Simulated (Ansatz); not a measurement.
**CH3BF2S (SMILES CSB(F)F): r2SCAN/def2-SVP**

What is the energy change on altering one bond length of CH3BF2S at r2SCAN/def2-SVP? 

The calculation is run with Ansatz 0.2.0.

112 further runs of the same task are left out: 112 set aside as unsound or not needed. Runs told in other sessions of the task aren't counted.

## Step 1: The molecule

CH3BF2S has 8 atoms, charge 0, and is taken as a singlet. As SMILES, `CSB(F)F`. Geometry: relaxed at PBE0-D4/def2-TZVP.

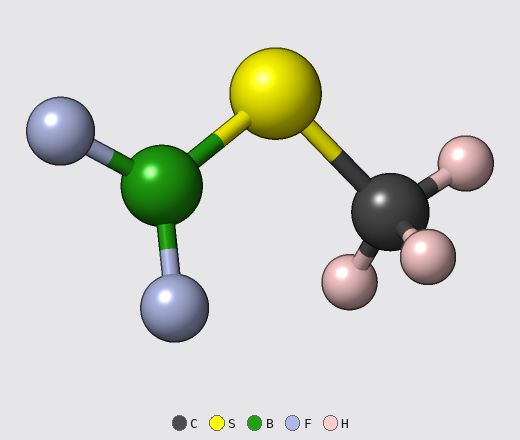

Viewed from a chosen angle; carbon dark grey, sulfur yellow, boron green, fluorine light blue, hydrogen pink.

## Step 2: A single-point energy at r2SCAN/def2-SVP

Input file in.yaml:

```yaml
crystal:
  periodic: [false, false, false]
  atoms:
    - symbol: C
      position_ang: [-0.803300, 0.136900, 0.921900]
    - symbol: S
      position_ang: [0.719300, -0.779600, 0.569900]
    - symbol: B
      position_ang: [1.068100, -0.245300, -1.103500]
    - symbol: F
      position_ang: [2.133800, -0.711800, -1.727700]
    - symbol: F
      position_ang: [0.295400, 0.609600, -1.753200]
    - symbol: H
      position_ang: [-0.637500, 1.209000, 0.840300]
    - symbol: H
      position_ang: [-1.080700, -0.107300, 1.946100]
    - symbol: H
      position_ang: [-1.603000, -0.168600, 0.250500]
basis:
  gaussian:
    orbitals: def2-SVP
total_charge: 0
output: {orbitals: {seedname: orbitals}}
accuracy: high
hamiltonian:
  xc: r2scan
```

Command:

```sh
$ ansatz run in.yaml --threads 1 --pin off --max-ram 2610MiB --events-out events.jsonl --progress --plain --runs-dir runs
```

The log of the run:

```text
Warning: RAYON_NUM_THREADS=1 ignored (pool sized by the plan → 1); use --threads N
Functional definition: r2SCAN
  name "r2SCAN"
  parameter k0 = 0.174
  parameter k1 = 0.065
  parameter a1 = 4.9479
  exchange = r2scan_x(k0 = k0, k1 = k1, a1 = a1)
  correlation = r2scan_c
2007 factors; integrals over basis functions are off by at most 7.5e-9 eV
mean field evaluation 1: about -18017.5273 eV, gradient 4.9e1 eV
mean field evaluation 2: about -18012.3269 eV, gradient 6.9e1 eV
mean field evaluation 4: about -18022.3709 eV, gradient 2.2e0 eV
mean field evaluation 8: about -18022.3825 eV, gradient 1.4e-1 eV
mean field evaluation 16: about -18022.3826 eV, gradient 2.8e-5 eV
mean field -18022.38258558 eV, -662.3103440103 hartree, gradient 6.7e-8 eV, S^2 0.000000; 0 other end points of the search recorded, 0 dependent functions left out
reference -18022.38258627 eV, -662.3103440357 hartree; 24, 24 occupied and 65, 65 virtual orbitals, 2007 factors
Total energy: -18022.38258627 eV, -662.3103440357 hartree
```

Run time: 13 s. Hardware: 1 thread of Arm Neoverse V1, shared host; peak memory 0.28 GiB.

## Step 3: The distorted shape

Input file job.yaml:

```yaml
crystal:
  periodic: [false, false, false]
  atoms:
    - {symbol: C, position_ang: [-2.082164, 0.696711, 1.670954]}
    - {symbol: S, position_ang: [-0.559564, -0.219789, 1.318954]}
    - {symbol: B, position_ang: [-0.210764, 0.314511, -0.354446]}
    - {symbol: F, position_ang: [2.133800, -0.711800, -1.727700]}
    - {symbol: F, position_ang: [-0.983464, 1.169411, -1.004146]}
    - {symbol: H, position_ang: [-1.916364, 1.768811, 1.589354]}
    - {symbol: H, position_ang: [-2.359564, 0.452511, 2.695154]}
    - {symbol: H, position_ang: [-2.881864, 0.391211, 0.999554]}
basis:
  gaussian:
    orbitals: def2-SVP
hamiltonian:
  xc: {name: r2SCAN}
accuracy: high
output:
  orbitals: {seedname: orbitals}
```

Command:

```sh
$ ansatz run job.yaml --threads 1 --pin off --max-ram 2610MiB --events-out events.jsonl --progress --plain --runs-dir runs
```

The log of the run, cut to the lines that bear on the results:

```text
Warning: RAYON_NUM_THREADS=1 ignored (pool sized by the plan → 1); use --threads N
[... 7 set-up lines as earlier in the session ...]
1943 factors; integrals over basis functions are off by at most 5.9e-9 eV
mean field evaluation 1: about -18005.8222 eV, gradient 6.5e1 eV
mean field evaluation 2: about -17658.8662 eV, gradient 1.8e2 eV
mean field evaluation 4: about -18010.5105 eV, gradient 4.0e1 eV
mean field evaluation 8: about -18013.3509 eV, gradient 3.5e1 eV
mean field evaluation 16: about -18015.7582 eV, gradient 2.0e-8 eV
mean field -18015.75820254 eV, -662.0669024238 hartree, gradient 2.0e-8 eV, S^2 0.000000; 0 other end points of the search recorded, 0 dependent functions left out
reference -18015.75820321 eV, -662.0669024485 hartree; 24, 24 occupied and 65, 65 virtual orbitals, 1943 factors
Total energy: -18015.75820321 eV, -662.0669024485 hartree
```

Wall time 13 s (1 thread of Arm Neoverse V1, shared host); peak memory 0.27 GiB.

## Step 4: Summary of results

Level: r2SCAN/def2-SVP.

```
                                                         quantity          value
                                        first shape: total energy  -662.31034 Eh
                                         first shape: HOMO energy       -6.68 eV
                                         first shape: LUMO energy       -0.07 eV
                                       first shape: HOMO–LUMO gap        6.62 eV
                                    distorted shape: total energy  -662.06690 Eh
                                     distorted shape: HOMO energy       -5.76 eV
                                     distorted shape: LUMO energy       -4.88 eV
                                   distorted shape: HOMO–LUMO gap        0.88 eV
energy change with the B3–F4 bond stretched from 1.320 to 2.905 Å       6.624 eV
```

In words: With the B3–F4 bond stretched from 1.320 to 2.905 Å the energy rises by 6.62 eV (153 kcal/mol). The first shape isn't relaxed at this level, so the change isn't measured from a minimum. A restricted reference can't describe the breaking bond well at this length.
